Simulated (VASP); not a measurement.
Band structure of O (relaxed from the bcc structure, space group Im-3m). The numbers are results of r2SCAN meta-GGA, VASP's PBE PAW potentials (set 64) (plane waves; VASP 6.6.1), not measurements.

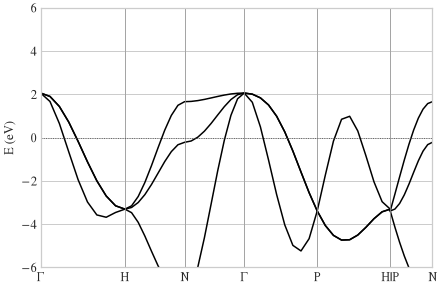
*Bands along high-symmetry lines, zero at the valence-band maximum or, without a gap, the Fermi level*

Q: Read the plot: is there a gap, and where are the band edges?

A: It has no gap at this level: it comes out as a metal or semimetal.

The structure was generated: O was put into the bcc type (Im-3m), which need not be its known phase. It was relaxed first, which changed the volume by -7 %.
